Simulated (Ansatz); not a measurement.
# A substitution series on C: CH3 to OH

Gas-phase molecules. On one C centre that keeps F, n of the CH3 ligands are replaced by OH. The atomisation energy (no zero-point term) y in kJ/mol at CCSD(T)/CBS estimate. Shapes: PBE0-D4/def2-TZVP. Flexible molecules stand in one conformer, not always the lowest. Programs: Ansatz 0.2.0.

| molecule | n | y (kJ/mol) |
| --- | --- | --- |
| C4H9F | 0 | 5516 |
| C3H7FO | 1 | 4731 |
| C2H5FO2 | 2 | ? |
| CH3FO3 | 3 | 3162 |

**Question.** Fit y = c + s·n to the known rows and predict C2H5FO2.

**Answer.** 
1. Means of the 3 rows: n = 1.33333, y = 4469.7.
2. Σ(Δn)² = 4.6667, Σ(Δn·Δy) = -3661.7, so the slope is -3661.7/4.6667 = -784.64.
3. Intercept: 4469.7 − (-784.64) × 1.33333 = 5515.9. The largest residual of the fit is 0.2.
4. C2H5FO2: 5515.9 + (-784.64) × 2 = 3947 kJ/mol.

The run gave 3952 kJ/mol, so the prediction is off by -5 kJ/mol, more than the largest residual. The steps are nearly additive. The slope is the difference between a C–OH and a C–CH3 bond with the ligands’ own bonds. Other levels give for C2H5FO2: PBE-D4/def2-TZVPP 4060; r2SCAN-D4/def2-TZVPP 3959; PBE0-D4/def2-TZVPP 3949 kJ/mol. The CBS estimate extrapolates MP2 from def2-TZVPP and def2-QZVPP and adds CCSD(T) − MP2 in the triple-zeta set, cores frozen.

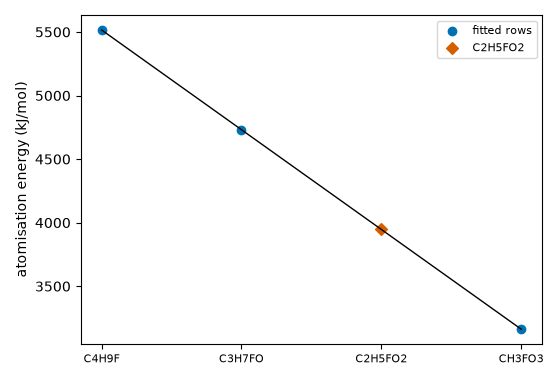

The fitted line, with the withheld member.
